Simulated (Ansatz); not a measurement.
# TlSe3F (built on the sites of a database entry of TlIO3): following an unstable mode, part 3 of 3

Which phase does TlSe3F (built on the sites of a database entry of TlIO3) fall into along its unstable mode, and how much energy does it gain?

Ansatz 0.2.0; DFT PBEsol, scalar-relativistic, plane waves, PAW.

So far. Step 4 (The mode frozen in, largest atomic shift 0.45 Å): The run ends at a pressure of 0.56 GPa, with forces up to 0.16 eV/Å. Step 5 (Energy along the mode, all amplitudes (two of the runs …): The lowest of the steps tried is at 0.45 Å, 3.8 meV/atom below the parent; the bottom of the well need not coincide with a step.

The structure was built from a prototype and need not be the compound's stable phase.

## (6) Relaxation from the frozen mode (continued)

Step by step (22 of 72):

| step | energy less that of the first step (eV) | largest force component (eV/Å) | pressure (GPa) | volume (Å³) |
| --- | --- | --- | --- | --- |
| 1 | 0.0000 | 0.1362 | 0.56 | 241.16 |
| 4 | -0.2871 | 0.1757 | -0.48 | 242.80 |
| 8 | -0.7406 | 0.1943 | 0.26 | 248.96 |
| 11 | -1.1515 | 0.6933 | 0.26 | 253.64 |
| 15 | -1.9649 | 0.4521 | 0.52 | 243.26 |
| 18 | -2.1221 | 0.0509 | -0.10 | 240.29 |
| 21 | -2.1470 | 0.0351 | -0.03 | 238.55 |
| 25 | -2.1494 | 0.0037 | -0.01 | 237.83 |
| 28* | -2.2285 | 0.0020 | 0.43 | 237.75 |
| 31 | -2.1325 | 1.0302 | 1.48 | 243.48 |
| 35 | -2.2704 | 0.0319 | 0.03 | 242.04 |
| 38 | -2.2742 | 0.0173 | -0.04 | 241.23 |
| 42 | -2.2757 | 0.0063 | 0.01 | 240.69 |
| 45 | -2.2756 | 0.0014 | 0.00 | 240.95 |
| 48 | -2.2957 | 0.0235 | 0.02 | 242.33 |
| 52 | -2.2982 | 0.0089 | -0.01 | 241.94 |
| 55 | -2.2985 | 0.0047 | 0.01 | 241.81 |
| 58 | -2.2986 | 0.0019 | 0.00 | 241.70 |
| 62 | -2.3009 | 0.0135 | 0.00 | 241.82 |
| 65 | -2.3011 | 0.0066 | 0.01 | 241.71 |
| 69 | -2.3012 | 0.0035 | 0.00 | 241.66 |
| 72* | -2.3012 | 0.0004 | 0.00 | 241.70 |

Relaxation steps marked * repeat the geometry before them on a plane-wave basis chosen anew for their cell, so energy and pressure can jump there. Other such steps can lie between the rows shown. Relaxation steps 31, 34, 37, 49, 61, 63, 65, 67 and 2 more were tried and not accepted.

Forces are held to the 2 operations that the run works with; a distortion that breaks them can't arise in this run.

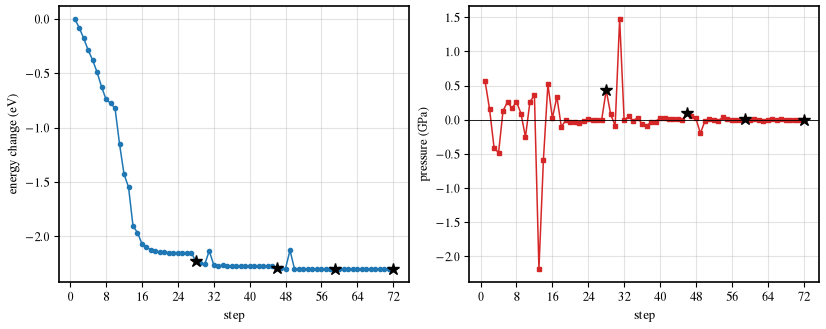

Energy and pressure along the relaxation. Stars mark steps on a basis chosen anew.

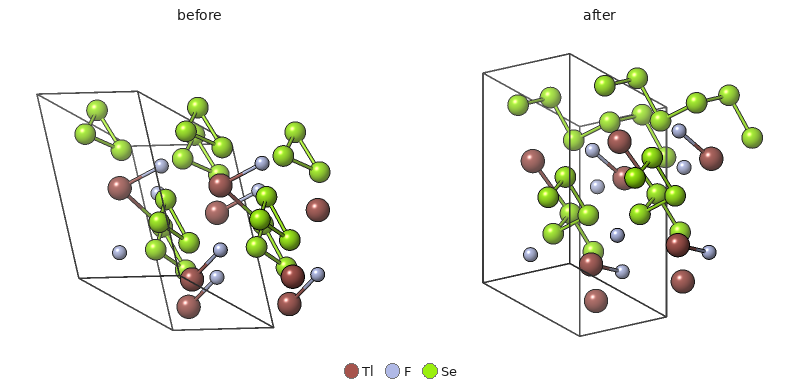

The structure before and after the relaxation, drawn at the same scale. Bonds to atoms that aren't drawn are left out.

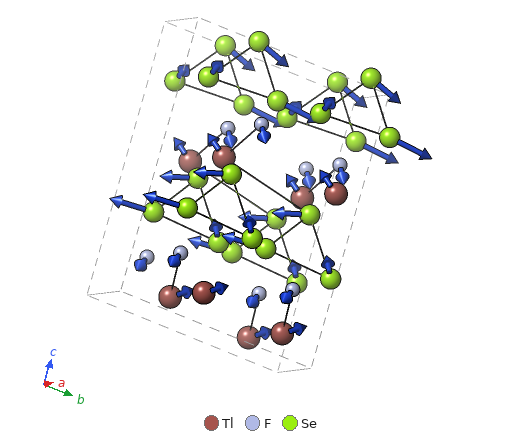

Displacements in the relaxation, scaled, measured against the changing cell; the longest in the cell stands for 1.26 Å. Bonds to atoms that aren't drawn are left out. 2×1×1 conventional cells are drawn.

| cell as run | before | after | change |
| --- | --- | --- | --- |
| a (Å) | 4.944 | 4.588 | -7.2 % |
| b (Å) | 4.944 | 4.588 | -7.2 % |
| c (Å) | 9.888 | 12.198 | +23.4 % |
| α (°) | 87.81 | 79.34 | -9.7 % |
| β (°) | 87.81 | 79.34 | -9.7 % |
| γ (°) | 87.81 | 100.47 | +14.4 % |
| volume (Å³/atom) | 24.12 | 24.17 | +0.2 % |

The atoms that moved most (Å, as changes of fractional coordinates times the final cell):

| atom | dx | dy | dz | length |
| --- | --- | --- | --- | --- |
| Se5 | -1.250 | -0.151 | -0.023 | 1.259 |
| Se8 | 1.250 | -0.151 | -0.023 | 1.259 |
| Se10 | 0.936 | -0.305 | 0.116 | 0.991 |
| Se9 | -0.936 | -0.305 | 0.116 | 0.991 |
| F3 | -0.209 | -0.716 | -0.219 | 0.778 |
| F4 | 0.209 | -0.716 | -0.219 | 0.778 |
| Se7 | -0.238 | 0.681 | 0.093 | 0.727 |
| Se6 | 0.238 | 0.681 | 0.093 | 0.727 |

Final coordinates:

```xyz
10
Lattice="3.5265 1.2346 2.6624 -3.5265 1.2346 2.6624 0.0000 -9.1092 8.1129" Properties=species:S:1:pos:R:3 pbc="T T T"
Tl    0.5423   -1.3770    8.4342
Tl   -0.5423   -5.9316   12.4907
F    -0.6720   -2.0234    5.6616
F     0.6720   -6.5780    9.7180
Se   -2.5127   -1.3757    2.5783
Se   -0.9812   -5.1397    6.9748
Se    0.9812   -0.5851    2.9183
Se    2.5127   -5.9303    6.6347
Se   -1.0380    0.4861    2.3383
Se    1.0380   -4.0685    6.3947
```

Numbers from this step:

```
pressure          : -1.10e-4 GPa
gap on the k-mesh : 1.116 eV
volume per atom   : 24.17 Å³
```

The distorted start has space group Cc; the relaxation ends in Cc.

## (7) Summary of results

| Property | Result |
| --- | --- |
| unstable mode of the parent | q = (0, 0, -0.5), 52i cm⁻¹ |
| depth at the lowest point sampled | 3.8 meV/atom |
| largest atomic shift at that point | 0.45 Å |
| space group reached (within 0.01 Å) | Cc |
| energy gained over the parent (first relaxation, on the mesh of the frozen mode) | 234 meV/atom |
| volume per atom, phase reached | 24.2 Å³ |
| gap on the k-mesh, phase reached | 1.12 eV |

**Reading.** From this start the structure relaxes into Cc, 234 meV/atom below the parent. At the parent's cell the well is 3.8 meV/atom deep on the steps tried, with its lowest point at a shift of 0.45 Å. Relaxing atoms and cell changes the gain by +230.12 meV/atom against the lowest step (energies at zero smearing). Most of the total comes from this relaxation. The frozen pattern makes up only 20 % of the final shifts of the atoms, so other modes or strain give most of the change. The modes of the phase reached were not computed on this path. Of the 2 patterns followed to their end from this parent, this one reaches the lowest energy. Each path keeps the symmetry of its pattern, so a lower phase may lie along a pattern not tried. The program warns that the interpolation holds no quadrupole term, so branches close to Γ can be off in this crystal. Spin-orbit coupling is left out, which can matter for the heavy elements here. The starting cell was built on a prototype and not taken from a measurement, so the phase need not exist.

[Logs are printed without paths, hosts, clocks, repeated set-up lines and the standing remarks that a program may print on its own settings, such as how far it seeks lower states.]

[Hosts, paths, dates, database ids (printed as entryN), source tags and the programs' standing remarks are cut or masked in the printed files.]
